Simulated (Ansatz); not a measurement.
Run report: RuO2, single-point calculation

RuO2, computed with RKS PBE0-D4/def2-TZVP (Ansatz 0.2.0).

The geometry comes from this level: B3LYP-D4/def2-TZVP.

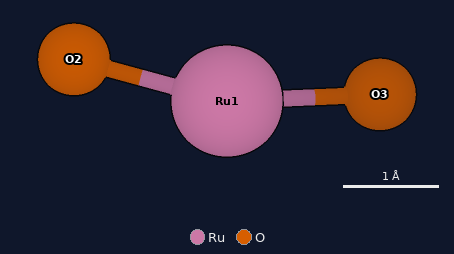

Figure 1. The structure (ball-and-stick view, seen at an oblique angle; atoms are numbered from 1 in the order of the input). Sticks mark near contacts.

## Summary

- outcome: converged
- total energy: −6671.8672 eV
- mean-field energy: −6671.8233 eV
- dispersion energy: −0.0439 eV
- SCF solution under orbital rotations: stable
- HOMO: −7.76 eV
- LUMO: −4.28 eV
- hardware: 4 threads of Arm Neoverse V2, 23 GiB of memory available, shared host
- wall time: 0.85 s (CPU time 3 s)
- peak memory: 0.15 GiB

## The input
```yaml
crystal:
  periodic: [false, false, false]
  atoms:
    - {symbol: Ru, position_ang: [0.013916, 0.135537, -0.202281]}
    - {symbol: O, position_ang: [-1.598902, -0.304544, -0.167037]}
    - {symbol: O, position_ang: [1.584986, 0.169006, 0.369308]}
basis:
  gaussian: {orbitals: def2-TZVP, initial_orbitals: start.molden}
hamiltonian: {xc: pbe0, dispersion: d4}
output: {orbitals: {seedname: orbitals}}
```

Launch command:
```bash
ansatz run in.yaml --threads 4 --pin off --events-out ev --progress --plain --max-ram 3916MiB
```

## Log
```
Functional definition: PBE0
  name "PBE0"
  cite "Adamo & Barone, J. Chem. Phys. 110, 6158 (1999) doi:10.1063/1.478522"
  cite "Perdew, Burke & Ernzerhof, Phys. Rev. Lett. 77, 3865 (1996) doi:10.1103/PhysRevLett.77.3865"
  parent pbe
  parameter a = 0.25
  parameter kappa = 0.804
  parameter beta = 0.06672455060314922
  exchange = (1 - a)*pbe_x(kappa = kappa, mu = beta*pi^2/3) + a*exact_x
  correlation = pbe_c(beta = beta)
680 factors; their error is unknown
mean field evaluation 1: about -6633.1954 eV, gradient 1.1e2 eV
mean field evaluation 2: about -6652.3136 eV, gradient 2.9e1 eV
mean field evaluation 4: about -6660.6628 eV, gradient 6.9e1 eV
mean field evaluation 8: about -6671.8231 eV, gradient 1.4e-1 eV
mean field evaluation 16: about -6671.5843 eV, gradient 1.1e1 eV
mean field -6671.82325227 eV, -245.1849821966 hartree, gradient 9.3e-6 eV, S^2 0.000000; 1 other end points of the search recorded, 0 dependent functions left out
reference -6671.82329117 eV, -245.1849836262 hartree; 16, 16 occupied and 86, 86 virtual orbitals, 680 factors
Total energy: -6671.86721285 eV, -245.1865977181 hartree
```

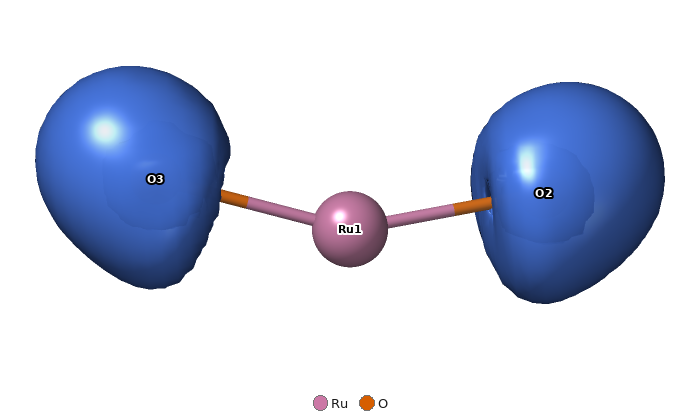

Figure 2. Isosurface of the ELF at 0.75 (blue), seen at a tilt. Core shells and regions of very low density are left out. Values along the shortest contacts: Ru–O (1.67 Å): the ELF peaks at about 0.80 in the valence shell of O, 0.5 Å from its nucleus, and drops to about 0.35 between the two atoms.

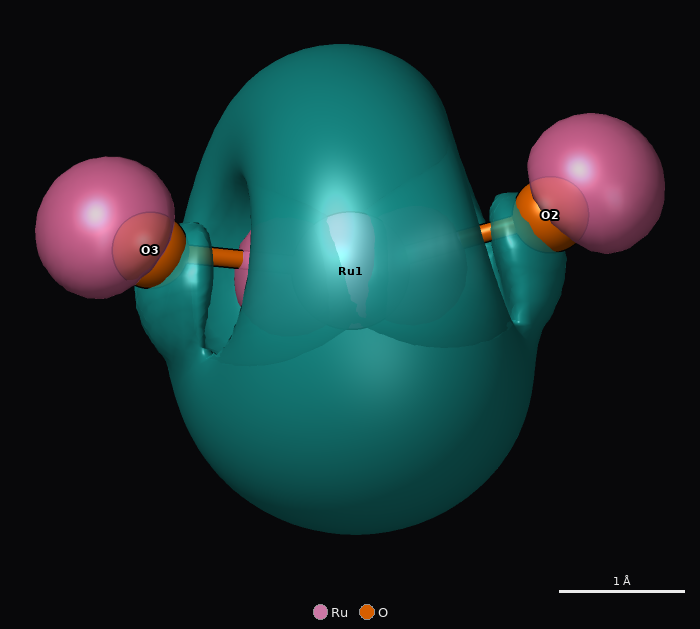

Figure 3. One frontier orbital at ±0.1 Å⁻³ᐟ² (teal and pink are the two phases), seen at a tilt. The LUMO, at −4.28 eV. Its weight (Hirshfeld) is mainly on Ru1 (85 %), O2 (10 %) and O3 (10 %); it is symmetric in the molecular plane (σ or in-plane lone-pair type).

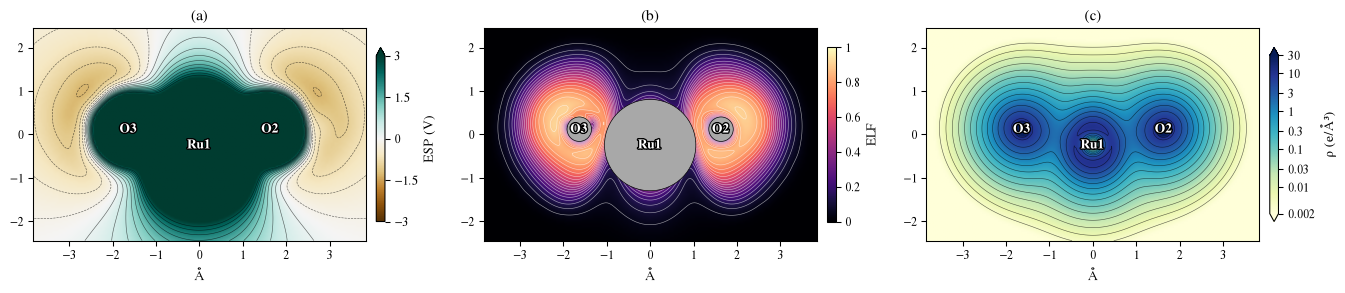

Figure 4. (a) molecular electrostatic potential; (b) ELF; (c) total electron density on the molecular plane. Grey discs, where drawn, cover atomic cores. Ru–O (1.67 Å): ρ is about 1.9 e/Å³ halfway; the ELF peaks at about 0.80 in the valence shell of O, 0.5 Å from its nucleus, and drops to about 0.35 between the two atoms.

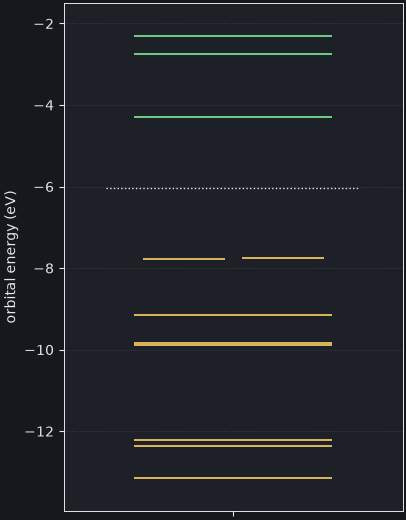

Figure 5. Orbital energies near the frontier; the dotted line parts filled from empty levels, and levels within 0.02 eV of each other stand side by side. Highest filled −7.76 eV, lowest empty −4.28 eV, 3.48 eV apart.
